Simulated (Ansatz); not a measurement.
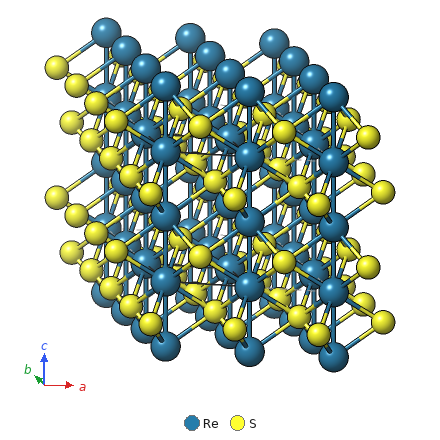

ReS (space group P6_3/mmc, No. 194). Coordinates: the end point of a relaxation with DFT PBEsol, scalar-relativistic, plane waves, PAW (Ansatz); the starting structure was generated, so it need not be a known form of this composition.

Bonds are taken as Re–Re below 3 Å and Re–S below 2.7 Å; no other contact counts. Atoms with one bond or none are removed and atoms with two bonds are replaced by edges, until no such atom is left.

### What kind of net remains, and which atoms are its nodes?

A binodal (6,8)-connected, three-periodic net: S is a 6-connected node; Re is an 8-connected node, in the ratio 1:1.

### Is the net interpenetrated?

It is a single net, without interpenetration.

### Give the point symbol of each node (shortest cycle at each angle).

S: 3^3.4^6.5^6; Re: 3^6.4^12.5^6.6^4.

### Give the first five terms of the coordination sequence (nodes one, two, three … edges away).

S: 6, 24, 56, 96, 152; Re: 8, 26, 56, 98, 152.
